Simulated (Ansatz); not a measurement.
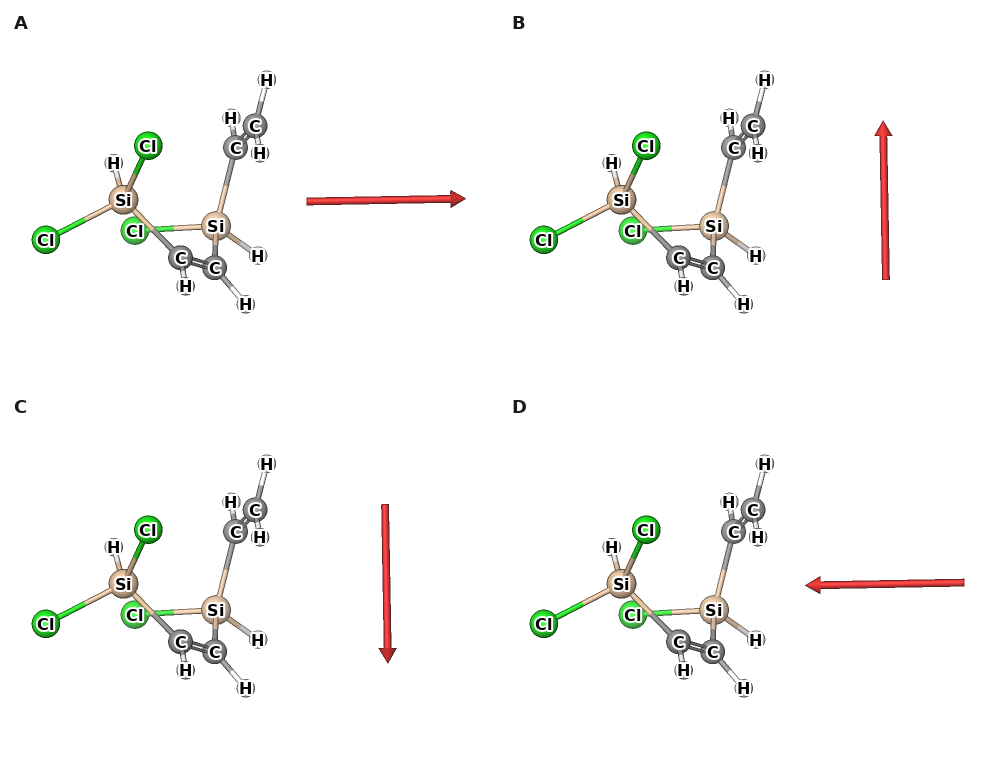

The same molecule four times, each with an arrow. Computed geometry: PBE0-D4/def2-TZVP optimisation. Properties computed with RKS PBE0-D4/def2-TZVP (Ansatz 0.2.0).

Question: Which arrow points along the dipole moment, from the negative to the positive end?

Answer: A. The dipole moment is 2.51 D.
